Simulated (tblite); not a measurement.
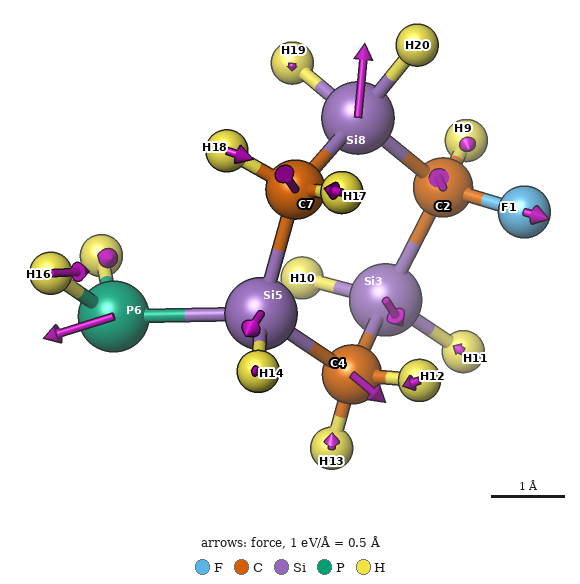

Starting geometry of C3H12FPSi3 with the computed forces as purple arrows. A ball-and-stick model, seen at a tilt.

Theory: GFN2-xTB geometry optimisation, gas phase in tblite. 

Q: Is this structure relaxed? If not, where do the atoms go?

A: It isn't relaxed: the largest force vector, on the P atom, is 2.17 eV/Å. The final displacements have little in common with the starting forces (cosine between the two patterns 0.27). The atom that moves furthest after the best rigid fit is an H atom (0.63 Å). By element the largest moves are H 0.63 Å, P 0.23 Å, Si 0.20 Å, F 0.19 Å, C 0.15 Å. Some distances before and after: H–P 1.467 → 1.384 Å, P–Si 2.186 → 2.253 Å, C–Si 1.838 → 1.900 Å, C–Si 1.851 → 1.913 Å. Among the angles between lasting bonds that change: Si–P–H 113.3° → 95.6°, H–P–H 104.9° → 92.2°, Si–P–H 106.8° → 94.3°. Groups turn about C–Si by about 20°, C–Si by about 20°. After 93 geometry steps the energy has fallen by 20.5 kcal/mol.
